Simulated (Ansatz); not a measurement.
Consider CuAu (space group P4/mmm, No. 123; a = 2.8694 Å, c = 3.6452 Å; relaxed with 0.1 eV smearing). Axes: x, y, z lie along a, b, c of the conventional cell.

Structures relaxed with PBE (Ansatz, a quantum-chemistry and plane-wave program), no spin-orbit coupling.

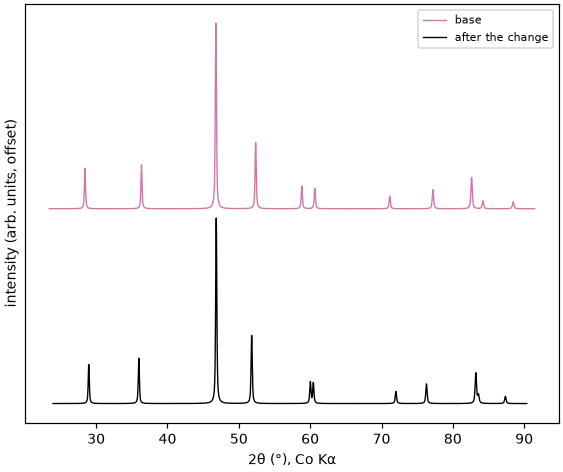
Figure: Simulated powder patterns before (top) and after one change

Problem. Which of these changes matches the shifts?
(A) biaxial strain −2.00 %, plane normal [001], relaxed out of plane
(B) biaxial strain +1.50 %, plane normal [001], relaxed out of plane
(C) biaxial strain +1.00 %, plane normal [001], relaxed out of plane
(D) biaxial strain +3.00 %, plane normal [001], relaxed out of plane

Solution. C, biaxial strain +1.00 %, plane normal [001], relaxed out of plane. Its volume per atom is 15.03 Å³ against 15.01 Å³, and its space group is P4/mmm (No. 123).

No phonon test of stability was made. The final runs are not spin-polarised.
